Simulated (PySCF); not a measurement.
## Electronic structure of C6H12 (charge +1, doublet) in real space

The calculation's input:

```
{"job": {"kind": "sp", "xc": "wB97X", "basis": "ma-def2-TZVP", "d3": "d3bj", "grid": 2}, "charge": 1, "multiplicity": 2}
C     -0.695050     1.105766    -0.729615
C      0.663661     1.233753    -0.122154
C      1.494617    -0.015362    -0.146147
C      0.690926    -1.103086     0.724348
C     -0.667824    -1.231082     0.116906
C     -1.498799     0.017981     0.140959
H     -0.659845     0.771989    -1.776705
H     -1.311043     2.017846    -0.659924
H      1.222895     1.947158    -0.793765
H      0.635559     1.697463     0.875752
H      1.634662    -0.406512    -1.164213
H      2.476100     0.083802     0.342856
H      1.306807    -2.015255     0.654676
H      0.655779    -0.769391     1.771478
H     -1.227153    -1.944446     0.788484
H     -0.639750    -1.694767    -0.881012
H     -1.638788     0.409188     1.159001
H     -2.480252    -0.081082    -0.348098
```

Command:

```sh
OMP_NUM_THREADS=1 python redox_run.py task.json out
```

Geometry: PBE0-D3(BJ)/def2-SVP.

Level of theory: DFT single point, gas phase, functional wB97X (PySCF 2.14.0, density-fitted response routines).

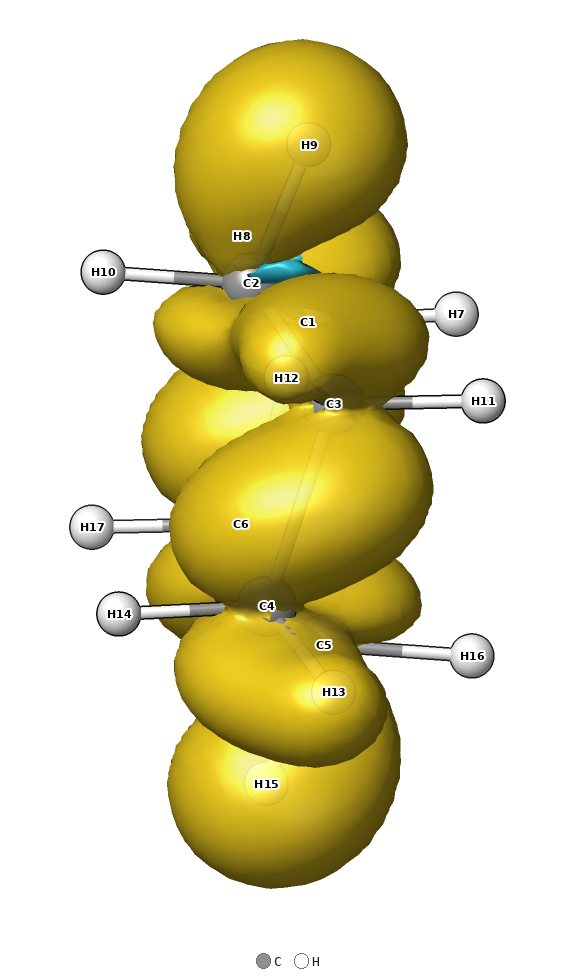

Figure 1. Isosurfaces of the spin density at +0.015 (yellow) and −0.015 e/Å³ (cyan), seen at an oblique angle.

Question: Describe the spin distribution.

Answer: The unpaired spin (1 electron) lies mostly on C1 (about 0.1), C3 (about 0.1), C4 (about 0.1), C6 (about 0.1), C2 (about 0.1), C5 (about 0.1) and H15 (about 0.1), in electrons by Hirshfeld's partition.

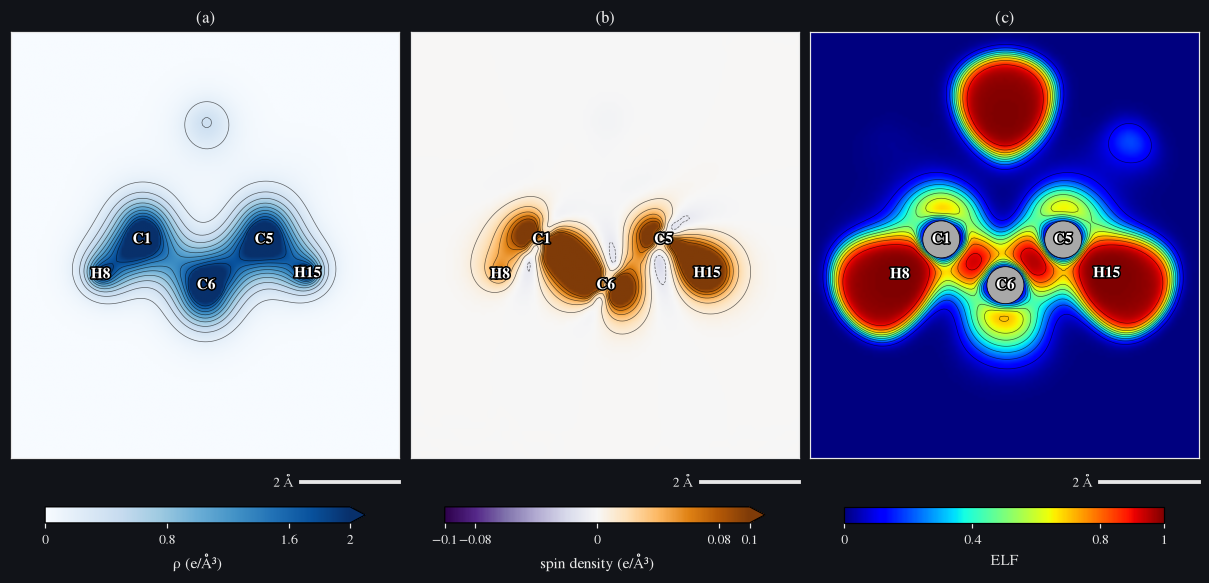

Figure 2. (a) total electron density; (b) spin density (α minus β); (c) electron localisation function on the plane of atoms C6, C5 and H15. Grey discs cover the atomic cores in the ELF map.

Question: Interpret the plot.

Answer:
- The plane passes through C and H nuclei.
- C–C (1.50 Å): the density is about 1.7 e/Å³ at the midpoint; the ELF peaks at about 0.95 between the atoms; a covalent bond.
- C–H (1.10 Å): ρ at the midpoint is about 2 e/Å³; the ELF climbs to about 1 towards the hydrogen, as it does in any bond to H; an ordinary covalent bond to hydrogen.
- C–C (1.61 Å): ρ at the midpoint is about 1.3 e/Å³; the ELF peaks at about 0.95 between the atoms (a shared electron pair).

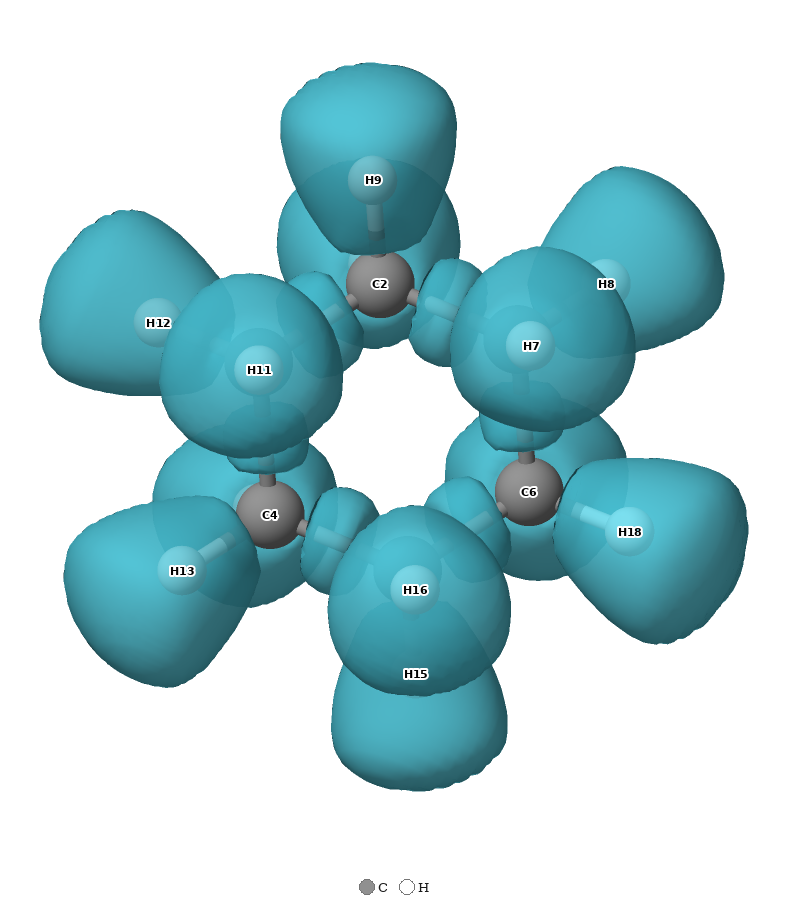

Figure 3. Isosurface of the ELF at 0.75 (cyan), seen at a tilt. Core shells and regions of very low density are left out.

Question: Identify the bonds, lone pairs and shells in this picture.

Answer: At this value the surface marks out six regions between bonded C–C atoms (shared pairs) and twelve regions around hydrogen nuclei. Profiles from the grid: C–C (1.49 Å): the ELF peaks at about 0.95 between the atoms; a shared electron pair.
